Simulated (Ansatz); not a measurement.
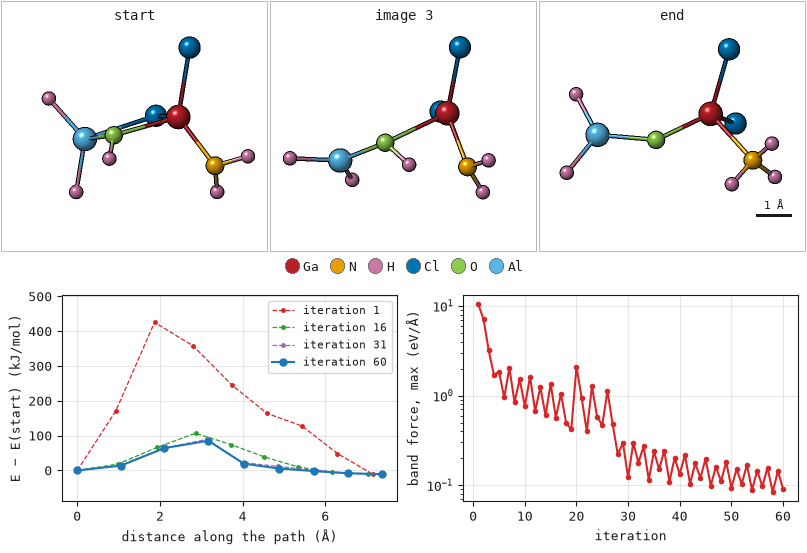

A search for the minimum-energy path of GaAlNH5OCl2 by the nudged elastic band. Images are numbered from 0 (start) to 8 (end). The plot follows the band through its iterations. The picture is a ball-and-stick view, seen at a tilt.

The calculation used Ansatz, RKS PBE/def2-SVP. Set-up: 7 movable images; climbing image; force threshold 0.05 eV/Å; iteration limit 60; optimiser L-BFGS; starting path through a guess of the saddle point.

Question: How did the profile develop, and is the result final?

Answer: The result isn't final. The band hadn't converged when the run stopped after 60 iterations. The largest component of the band force went from 10 to 0.092 eV/Å. The barrier read from it is provisional, though the highest image hardly moved in the last two iterations. The first iteration put the highest image at 425.8 kJ/mol. The energy climbs by 85.5 kJ/mol to image 3 and then falls by 96.0 kJ/mol, so the end point sits at −10.5 kJ/mol.

The run took 10 min on 4 threads of Arm Neoverse V2 (shared host), peak memory 0.23 GiB.
